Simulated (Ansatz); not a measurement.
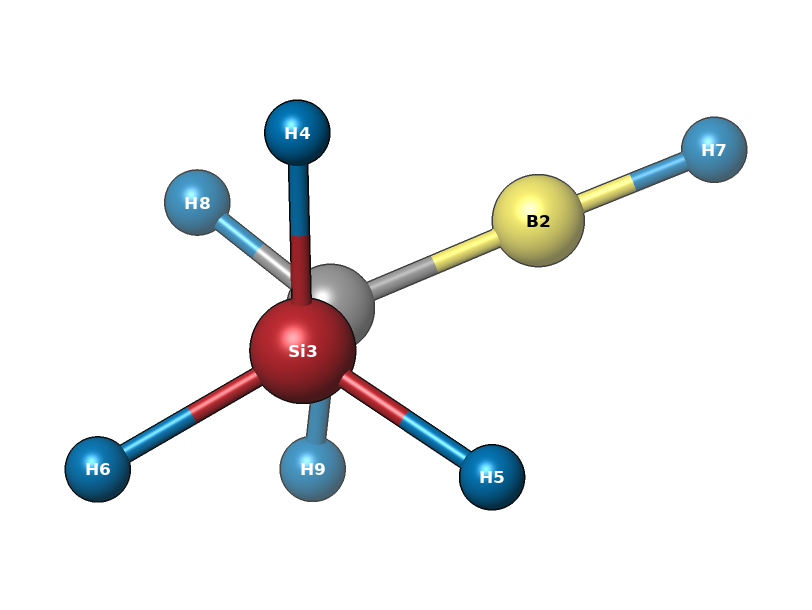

C1 lies behind Si3. The molecule seen nearly along the Si3–C1 bond, Si3 in front. Depth is shown by fading: the farther an atom, the more it takes the colour of the background. The species has charge +1 and is a spin singlet. The computed structure is the end point of a PBE-D4/def2-SVP optimisation. No frequency run is at hand to confirm it as a minimum.

Question: What is the torsion angle H4–Si3–C1–B2? The sign is positive where the front bond must turn clockwise to cover the back bond.

Answer: 68°, synclinal (gauche). The bonds about Si3–C1 are staggered.
